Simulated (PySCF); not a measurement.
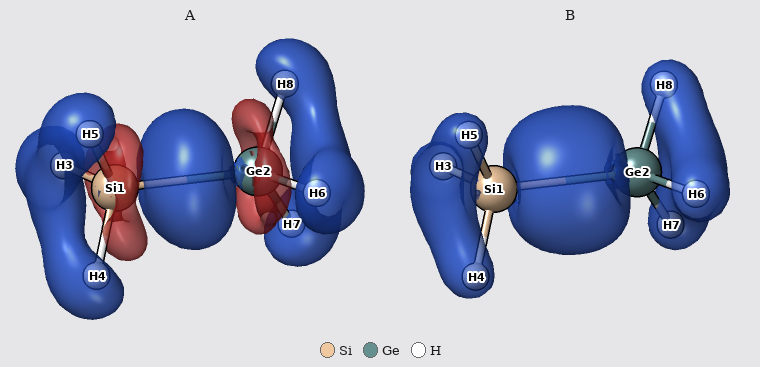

Figure 1: GeH$_{6}$Si, SMILES `[SiH3][GeH3]`. The Fukui function f⁻ from two separate SCF calculations and the density of the HOMO, at ±0.02 e/Å³ (blue positive, red negative).

PySCF calculation, LDA (SVWN)/def2-SVPD, gas phase; geometry: GFN2-xTB. No frequency check shows the geometry to be a minimum. GFN2-xTB bond lengths at metals and heavier atoms can be off by up to 0.1 Å and shapes distorted, which carries into these values.

The calculation's input:

```python
import numpy as np
from pyscf import gto, scf, dft
from pyscf.scf import atom_ks, atom_hf
from scipy.linalg import block_diag

def solve(mol, dm0=None, hcore=None):
    mf = (dft.UKS if mol.spin else dft.RKS)(mol, xc='svwn')
    mf.grids.level = 3
    mf = mf.density_fit(auxbasis='def2-universal-jkfit')
    mf.conv_tol, mf.max_cycle = 1e-8, 80
    if hcore is not None:
        mf.get_hcore = lambda *args: hcore
    mf.kernel(dm0)
    if not mf.converged:
        mf = mf.newton().run(mf.mo_coeff, mf.mo_occ, max_cycle=30)
    assert mf.converged, 'SCF not converged'
    return mf

mol = gto.M(atom='''
Si    -1.57623    -0.00001     0.00000
Ge     0.75396     0.00000     0.00000
H     -2.08627     0.42954     1.30235
H     -2.08627     0.91317    -1.02311
H     -2.08628    -1.34256    -0.27922
H      1.39973    -0.42189    -1.28757
H      1.39974     1.32606     0.27837
H      1.39973    -0.90407     1.00917
''', basis='def2-svpd', charge=0, spin=0, verbose=4)
mf = solve(mol)
out = dict(e0=mf.e_tot, dm0=mf.make_rdm1(), c=mf.mo_coeff, occ=mf.mo_occ, eps=mf.mo_energy)
for name, dq, spin in [('cation', 1, 1), ('anion', -1, 1)]:
    ion = mol.copy().set(charge=mol.charge + dq, spin=spin).build()
    mi = solve(ion)
    if spin and dq > 0 and mol.nao < 130:
        c, _, stable, _ = mi.stability(return_status=True)
        if not stable:
            mi = solve(ion, mi.make_rdm1(c, mi.mo_occ))
    print(name, 'vertical energy change / eV', (mi.e_tot - mf.e_tot) * 27.211386)
    out.update({'e_' + name: mi.e_tot, 'dm_' + name: mi.make_rdm1(), 's2_' + name: mi.spin_square()[0], 'eps_' + name: mi.mo_energy, 'occ_' + name: mi.mo_occ})
# spherically averaged free atoms, for the promolecule
atm = atom_ks.get_atm_nrks(mol, xc='svwn')
pro = block_diag(*[(atm[a[0]][2] * atm[a[0]][3]) @ atm[a[0]][2].T for a in mol._atom])
np.savez('result.npz', pro=pro, **out)
```

Run with:

```sh
OMP_NUM_THREADS=1 python input.py
```

The run took 2.7 min on 1 thread of Intel(R) Xeon(R) Platinum 8259CL CPU @ 2.50GHz (Skylake/Cascade Lake), on a shared host, peak memory 0.32 GiB.

Partitions, critical points and surface values were worked out afterwards from this run's density.

**Which panel is which, and how good is the frozen-orbital picture?**

A is f⁻ (it has negative regions), B the HOMO density. The HOMO lies on Ge2 (38 %) and Si1 (35 %); f⁻ (Hirshfeld-condensed) is largest on Ge2 (0.26) and Si1 (0.24); the vertical ionisation energy is 10.76 eV. Relaxation shifts 23 % of the electron between atoms. The orbital energy is −7.61 eV.
